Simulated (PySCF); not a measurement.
```xyz
18

Si   -2.7255    0.2720    0.1812
C    -1.1238   -0.5926    0.7191
C     0.1389    0.2219    0.4658
C     1.4179   -0.4439    1.0403
Si    2.7041    0.0143   -0.3120
Si    0.6929    0.5127   -1.3638
H    -2.8497    1.5543    0.8801
H    -3.8701   -0.5798    0.5173
H    -2.7050    0.5108   -1.2638
H    -1.0362   -1.5556    0.2077
H    -1.1906   -0.8220    1.7887
H     0.0149    1.1960    0.9531
H     1.2811   -1.5265    1.0850
H     1.6333   -0.1213    2.0590
H     3.5999    1.1001    0.1060
H     3.5712   -1.1058   -0.6986
H     0.3315    1.8378   -1.8817
H     0.1063   -0.4659   -2.2895
```

Geometry: GFN2-xTB.

Theory: B3LYP/def2-SVPD, SCF density, gas phase in PySCF.

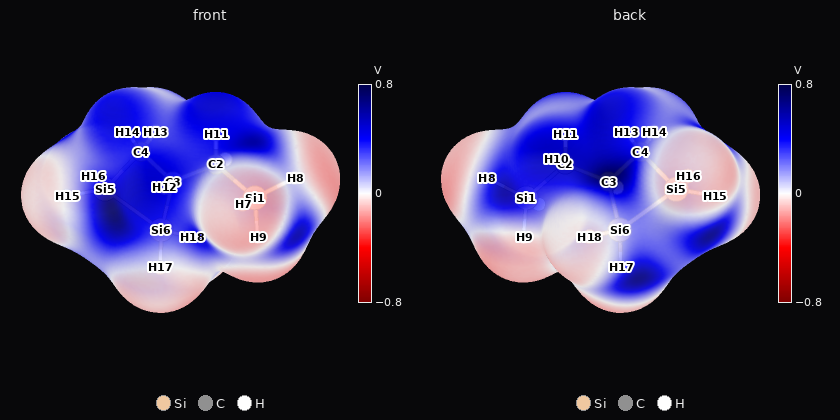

C₃H₁₂Si₃ (SMILES [SiH3]C[C@H]1C[SiH2][SiH2]1). The molecular electrostatic potential painted on the density surface at 0.001 e/bohr³, seen from the front and from behind; the colour scale runs from red (negative) to blue (positive).

Which sites attract a positive test charge, and which a negative one?

A positive charge is drawn to the negative regions and a negative charge to the positive ones. The most negative region (about −0.1 V) lies over the H atoms, the most positive (about +0.7 V) over Si5 and Si6.

How polar is the molecule by this calculation?

Its dipole moment is 0.67 D.
